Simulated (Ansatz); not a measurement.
# ClGeHO···H2O: what the fields show

Input file:

```
crystal:
  periodic: [false, false, false]
  atoms:
    - { symbol: Ge, position_ang: [-1.066691, 0.321442, 0.424862] }
    - { symbol: H, position_ang: [1.308638, -0.781427, 1.304092] }
    - { symbol: O, position_ang: [1.821812, -0.035627, 0.954055] }
    - { symbol: H, position_ang: [2.011187, -0.295304, 0.059787] }
    - { symbol: Cl, position_ang: [-0.602327, 1.555573, -1.327758] }
    - { symbol: O, position_ang: [-0.666003, -1.239953, -0.316843] }
    - { symbol: H, position_ang: [-0.929717, -2.019604, 0.150905] }
basis:
  gaussian: { orbitals: def2-SVP }
hamiltonian:
  xc: hf
relax:
  f_tol: 0.03
  max_steps: 50
output:
  orbitals: {}
```

Run with:

```sh
ansatz run input.yaml --threads 1 --pin off --max-ram 2048MiB --backend cpu --events-out ev --progress --plain --runs-dir out
```

The fields are those of the run's last geometry, not of the input's.

Theory: RHF/def2-SVP in Ansatz 0.2.0.

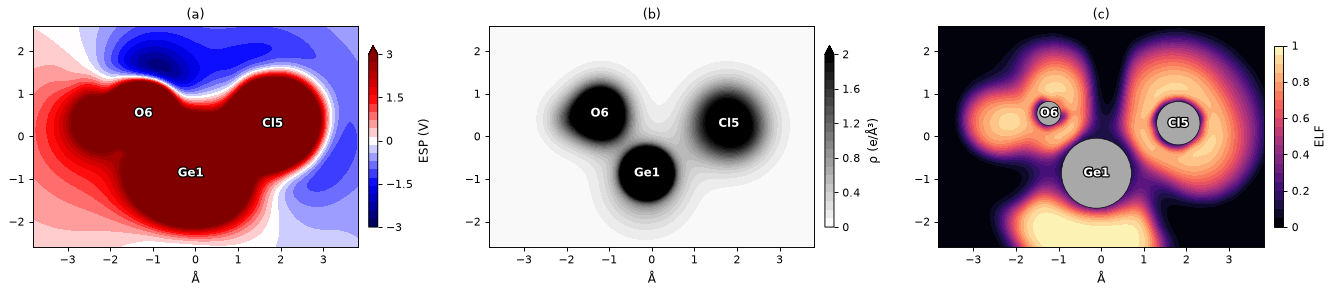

Figure 1. (a) electrostatic potential; (b) total electron density; (c) ELF on the plane of atoms Cl5, Ge1 and O6. Grey discs cover the atomic cores in the ELF map.

Q: Describe what can be read from this map.

A: The section cuts through Ge, Cl and O sites.
Ge–O (1.79 Å): ρ is about 0.92 e/Å³ halfway; the ELF peaks at about 0.85 in the valence shell of O, 0.6 Å from its nucleus, and is about 0.35 at the midpoint.
Ge–Cl (2.25 Å): ρ is about 0.6 e/Å³ halfway, with its minimum of 0.54 e/Å³ about 1.0 Å from Ge; the ELF peaks at about 0.85 in the valence shell of Cl, 0.8 Å from its nucleus, and is about 0.65 at the midpoint.
The ELF also peaks beside Cl5 and O6, away from the bonds: lone-pair regions.
Outside the dense part of the complex the potential is most negative (−2.6 V) near O6.

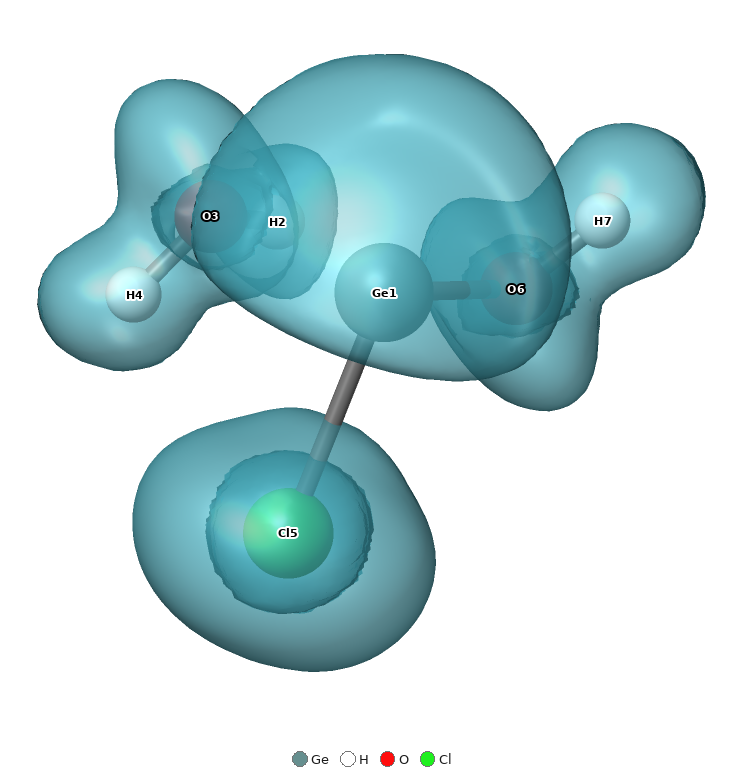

Figure 2. Isosurface of the electron localisation function at 0.75 (cyan), seen at an oblique angle. Core shells and regions of very low density are left out.

Q: Describe the localisation domains.

A: At this value the surface marks out one lobe on Ge, pointing away from the bonds (lone pairs), one region wrapped around Cl (its valence shell) and two joined regions spread over several atoms (H, O), in which their bonds and any lone pairs are merged. Profiles from the grid: Ge1···O3 (2.30 Å): the ELF peaks at about 0.90 in the valence shell of O, 0.6 Å from its nucleus, and is about 0.20 at the midpoint.

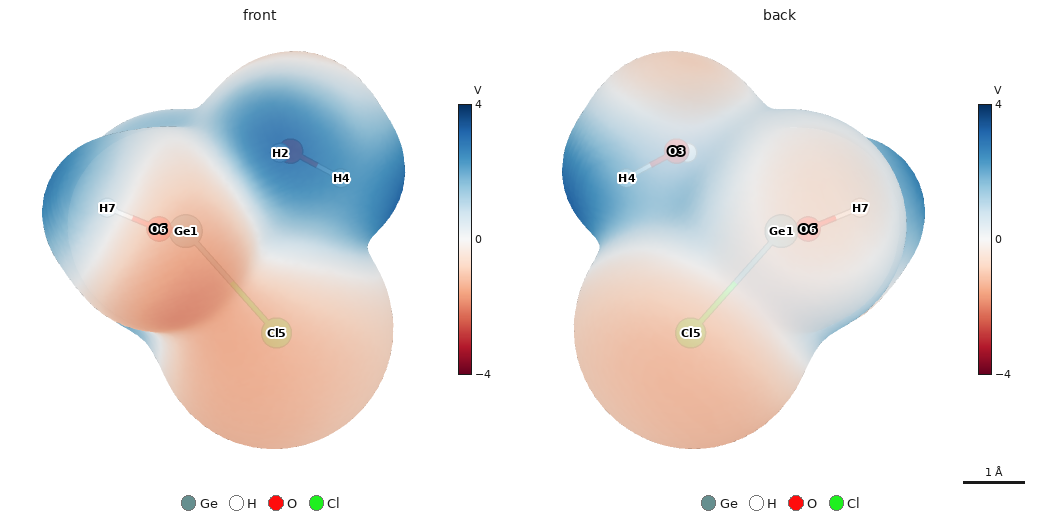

Figure 3. The electrostatic potential painted on the density surface at 0.002 e/bohr³, seen from the front and from behind; red is negative and blue positive.

Q: Which sites attract a positive test charge, and which a negative one?

A: A positive charge is drawn to the negative regions and a negative charge to the positive ones. The most negative region (about −1.9 V, or −44 kcal/mol for a unit charge) lies over O6, the most positive (about +3.0 V, or +69 kcal/mol for a unit charge) over H2 and H4. O6 is the likeliest acceptor of a hydrogen bond.
